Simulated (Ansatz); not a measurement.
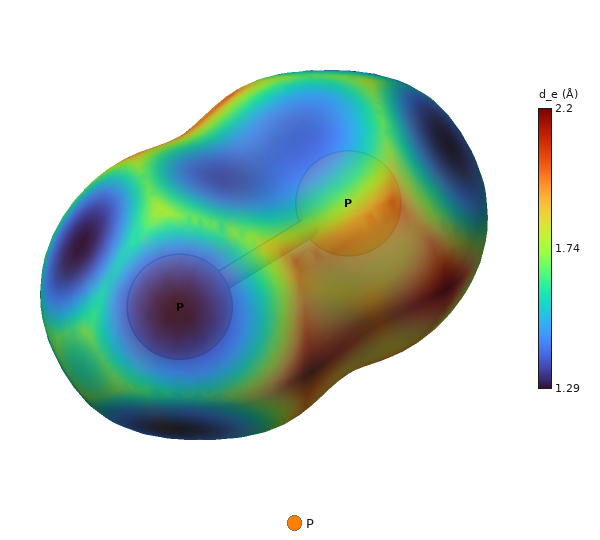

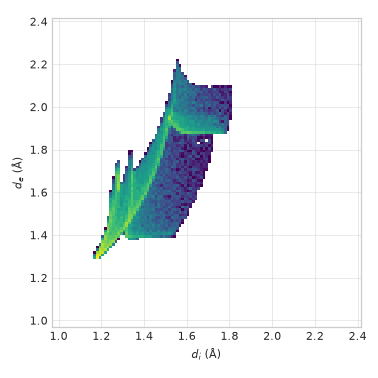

Hirshfeld surface computed for one P$_{2}$ unit (covalently bonded non-metal atoms) in Mo3P2 (Fmmm, No. 69), coloured by d_e. The second picture is its fingerprint plot, coloured by area on a logarithmic scale (dark little, yellow much).

The surface is where the fragment's share of the procrystal density (the sum of the densities of spherically averaged neutral Hartree-Fock atoms) equals one half. d_i and d_e are the distances from the surface to the nearest nucleus inside and outside. From Rb on the atoms have core potentials, so only their outer electrons count.

Source of the atomic positions: the end point of a relaxation with Ansatz, DFT PBE, scalar-relativistic, plane waves, PAW; the starting structure was generated, so it need not be a known form of this composition.

```yaml
crystal:
  lattice:
    - [5.07674, 0.00000, 0.00000]
    - [0.00000, 8.49305, 0.00000]
    - [0.00000, 0.00000, 13.51253]
  atoms:
    - { symbol: Mo, position: [0.00000, 0.15709, 0.38964] }
    - { symbol: Mo, position: [0.50000, 0.15709, 0.11036] }
    - { symbol: Mo, position: [0.50000, 0.84291, 0.11036] }
    - { symbol: Mo, position: [0.00000, 0.84291, 0.38964] }
    - { symbol: Mo, position: [0.50000, 0.00000, 0.31649] }
    - { symbol: Mo, position: [0.00000, 0.00000, 0.18351] }
    - { symbol: P, position: [0.78428, 0.00000, 0.00000] }
    - { symbol: P, position: [0.21572, 0.00000, 0.00000] }
    - { symbol: P, position: [0.75000, 0.25000, 0.25000] }
    - { symbol: P, position: [0.75000, 0.75000, 0.25000] }
    - { symbol: Mo, position: [0.00000, 0.65709, 0.88964] }
    - { symbol: Mo, position: [0.50000, 0.65709, 0.61036] }
    - { symbol: Mo, position: [0.50000, 0.34291, 0.61036] }
    - { symbol: Mo, position: [0.00000, 0.34291, 0.88964] }
    - { symbol: Mo, position: [0.50000, 0.50000, 0.81649] }
    - { symbol: Mo, position: [0.00000, 0.50000, 0.68351] }
    - { symbol: P, position: [0.78428, 0.50000, 0.50000] }
    - { symbol: P, position: [0.21572, 0.50000, 0.50000] }
    - { symbol: P, position: [0.75000, 0.75000, 0.75000] }
    - { symbol: P, position: [0.75000, 0.25000, 0.75000] }
    - { symbol: Mo, position: [0.50000, 0.15709, 0.88964] }
    - { symbol: Mo, position: [0.00000, 0.15709, 0.61036] }
    - { symbol: Mo, position: [0.00000, 0.84291, 0.61036] }
    - { symbol: Mo, position: [0.50000, 0.84291, 0.88964] }
    - { symbol: Mo, position: [0.00000, 0.00000, 0.81649] }
    - { symbol: Mo, position: [0.50000, 0.00000, 0.68351] }
    - { symbol: P, position: [0.28428, 0.00000, 0.50000] }
    - { symbol: P, position: [0.71572, 0.00000, 0.50000] }
    - { symbol: P, position: [0.25000, 0.25000, 0.75000] }
    - { symbol: P, position: [0.25000, 0.75000, 0.75000] }
    - { symbol: Mo, position: [0.50000, 0.65709, 0.38964] }
    - { symbol: Mo, position: [0.00000, 0.65709, 0.11036] }
    - { symbol: Mo, position: [0.00000, 0.34291, 0.11036] }
    - { symbol: Mo, position: [0.50000, 0.34291, 0.38964] }
    - { symbol: Mo, position: [0.00000, 0.50000, 0.31649] }
    - { symbol: Mo, position: [0.50000, 0.50000, 0.18351] }
    - { symbol: P, position: [0.28428, 0.50000, 0.00000] }
    - { symbol: P, position: [0.71572, 0.50000, 0.00000] }
    - { symbol: P, position: [0.25000, 0.75000, 0.25000] }
    - { symbol: P, position: [0.25000, 0.25000, 0.25000] }
```

### What is the shortest distance from the fragment to an atom outside it?

P–Mo, 2.47 Å.

### How is the surface shared among contacts (nearest atom inside ··· nearest atom outside)?

P···Mo 98 %, P···P 2.1 %. The surface faces 14 neighbours with more than 2 % of its area each: 14 Mo.

### Give the size and shape of the surface.

It encloses about 21.9 Å³, has an area of about 41 Å² and a globularity of 0.93 (1 for a sphere).

### Where does the fingerprint reach closest to the origin?

The smallest d_i + d_e is about 2.5 Å, which belongs to the shortest contact, P···Mo at 2.47 Å; d_e runs from 1.29 to 2.20 Å.
